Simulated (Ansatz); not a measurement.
# C2H5FOSi (SMILES FC1CO[SiH2]1): B3LYP/6-31G(d) (spherical functions)

Aim: the vertical singlet–triplet gap of C2H5FOSi at B3LYP/6-31G* (spherical functions), from 2 runs. 

Program for the calculation: Ansatz 0.2.0.

92 further runs of the same task are left out: 92 set aside as unsound or not needed.

## Step 1: The system as given

C2H5FOSi: 10 atoms, total charge 0, spin state singlet. As SMILES, `FC1CO[SiH2]1`. The shape is that of a PBE0-D4/def2-TZVP optimisation.

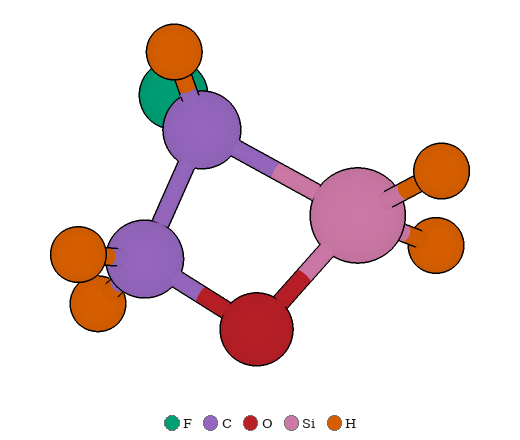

Viewed from a chosen angle; fluorine teal, carbon purple, oxygen red, silicon pink, hydrogen orange.

## Step 2: A single-point energy at B3LYP/6-31G(d) (spherical functions)

job.yaml reads:

```yaml
crystal:
  periodic: [false, false, false]
  atoms:
    - {symbol: F, position_ang: [-1.820400, -0.327800, -0.810900]}
    - {symbol: C, position_ang: [-0.876100, -0.083100, 0.166900]}
    - {symbol: C, position_ang: [0.290700, -1.089800, 0.153300]}
    - {symbol: O, position_ang: [1.429900, -0.216400, -0.011900]}
    - {symbol: Si, position_ang: [0.510300, 1.162100, -0.206800]}
    - {symbol: H, position_ang: [-1.390500, -0.023800, 1.127800]}
    - {symbol: H, position_ang: [0.197300, -1.773400, -0.695500]}
    - {symbol: H, position_ang: [0.400800, -1.665100, 1.076000]}
    - {symbol: H, position_ang: [0.820800, 2.228700, 0.780400]}
    - {symbol: H, position_ang: [0.520200, 1.737300, -1.576300]}
basis:
  gaussian: {orbitals: 6-31G_st_-spherical.json}
hamiltonian: {xc: {name: B3LYP}}
accuracy: high
output: {orbitals: {seedname: orbitals}}
```

The basis set 6-31G* is read from a file made from the Basis Set Exchange's data (not shown).

On the command line:

```sh
$ ansatz run job.yaml --threads 1 --pin off --max-ram 3480MiB --events-out events.jsonl --progress --plain --runs-dir runs
```

Output:

```text
Warning: RAYON_NUM_THREADS=1 ignored (pool sized by the plan → 1); use --threads N
Functional definition: B3LYP
  name "B3LYP"
  parameter a0 = 0.2
  parameter ax = 0.72
  parameter ac = 0.81
  exchange = (1 - a0 - ax)*slater_x + ax*b88_x + a0*exact_x
  correlation = (1 - ac)*vwn_rpa_c + ac*lyp_c
2015 factors; integrals over basis functions are off by at most 3.1e-9 eV
mean field evaluation 1: about -14791.4637 eV, gradient 4.9e1 eV
mean field evaluation 2: about -14784.3222 eV, gradient 7.8e1 eV
mean field evaluation 4: about -14796.0584 eV, gradient 3.6e0 eV
mean field evaluation 8: about -14796.3217 eV, gradient 4.3e-1 eV
mean field evaluation 16: about -14796.3221 eV, gradient 3.6e-5 eV
mean field -14796.32205344 eV, -543.7548061566 hartree, gradient 7.1e-8 eV, S^2 0.000000; 0 other end points of the search recorded, 0 dependent functions left out
reference -14796.32209072 eV, -543.7548075268 hartree; 24, 24 occupied and 60, 60 virtual orbitals, 2015 factors
Total energy: -14796.32209072 eV, -543.7548075268 hartree
```

It took 3 s on 1 thread of AMD EPYC 9R45 (Zen 5), shared host; peak memory 0.32 GiB.

## Step 3: The triplet at the same level

in.yaml reads:

```yaml
crystal:
  periodic: [false, false, false]
  atoms:
    - {symbol: F, position_ang: [-1.820400, -0.327800, -0.810900]}
    - {symbol: C, position_ang: [-0.876100, -0.083100, 0.166900]}
    - {symbol: C, position_ang: [0.290700, -1.089800, 0.153300]}
    - {symbol: O, position_ang: [1.429900, -0.216400, -0.011900]}
    - {symbol: Si, position_ang: [0.510300, 1.162100, -0.206800]}
    - {symbol: H, position_ang: [-1.390500, -0.023800, 1.127800]}
    - {symbol: H, position_ang: [0.197300, -1.773400, -0.695500]}
    - {symbol: H, position_ang: [0.400800, -1.665100, 1.076000]}
    - {symbol: H, position_ang: [0.820800, 2.228700, 0.780400]}
    - {symbol: H, position_ang: [0.520200, 1.737300, -1.576300]}
basis:
  gaussian:
    orbitals: 6-31G_st_-spherical.json
magnetization:
  spin_polarized: true
  initial_magnetization: 2
hamiltonian:
  xc: {name: B3LYP}
accuracy: high
output: {orbitals: {seedname: orbitals}}
```

The basis set 6-31G* is read from a file made from the Basis Set Exchange's data (not shown).

On the command line:

```sh
$ ansatz run in.yaml --threads 1 --pin off --max-ram 3480MiB --events-out events.jsonl --progress --plain --runs-dir runs
```

Output (excerpt; [...] marks lines left out):

```text
Warning: RAYON_NUM_THREADS=1 ignored (pool sized by the plan → 1); use --threads N
[... 7 set-up lines as earlier in the session ...]
2015 factors; integrals over basis functions are off by at most 3.1e-9 eV
mean field evaluation 1: about -14784.6137 eV, gradient 3.6e1 eV
mean field evaluation 2: about -14756.1083 eV, gradient 8.7e1 eV
mean field evaluation 4: about -14789.5787 eV, gradient 1.1e1 eV
mean field evaluation 8: about -14790.1402 eV, gradient 1.2e0 eV
mean field evaluation 16: about -14790.4072 eV, gradient 4.4e-2 eV
mean field evaluation 32: about -14790.4072 eV, gradient 7.6e-6 eV
mean field evaluation 64: about -14790.2565 eV, gradient 2.7e-1 eV
mean field -14790.40723692 eV, -543.5374406587 hartree, gradient 4.6e-8 eV, S^2 2.005826; 5 other end points of the search recorded, 0 dependent functions left out
reference -14790.40727534 eV, -543.5374420708 hartree; 25, 23 occupied and 59, 61 virtual orbitals, 2015 factors
Total energy: -14790.40727534 eV, -543.5374420708 hartree
```

Run time: 11 s. Hardware: 1 thread of AMD EPYC 9R45 (Zen 5), shared host; peak memory 0.45 GiB.

## Step 4: Summary of results

Level: B3LYP/6-31G* (spherical functions).

```
                                        quantity          value
                           singlet: total energy  -543.75481 Eh
                            singlet: HOMO energy       -7.58 eV
                            singlet: LUMO energy       -0.29 eV
                          singlet: HOMO–LUMO gap        7.29 eV
                           triplet: total energy  -543.53744 Eh
     triplet: HOMO energy (highest over α and β)       -1.99 eV
                                   triplet: ⟨S²⟩          2.006
vertical energy of the triplet above the singlet       5.915 eV
```

At this shape the triplet lies 5.91 eV (136 kcal/mol) above the singlet.
